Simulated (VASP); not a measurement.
Band structure of Rh (fcc). Computed with optB86b-vdW, VASP's PBE PAW potentials (set 64) (plane waves; VASP).

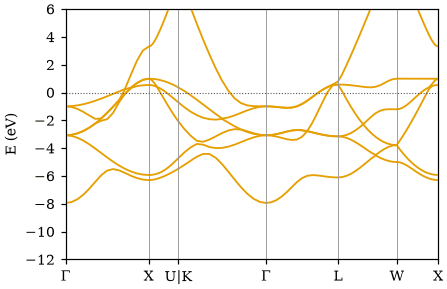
Figure. Bands along high-symmetry lines, zero at the valence-band maximum or, without a gap, the Fermi level

### Question
Read the plot: is there a gap, and where are the band edges?

### Answer
It has no gap at this level: it comes out as a metal or semimetal. (Edges off the drawn lines would not show.)

The compound is Rh in the fcc structure. It was relaxed first.
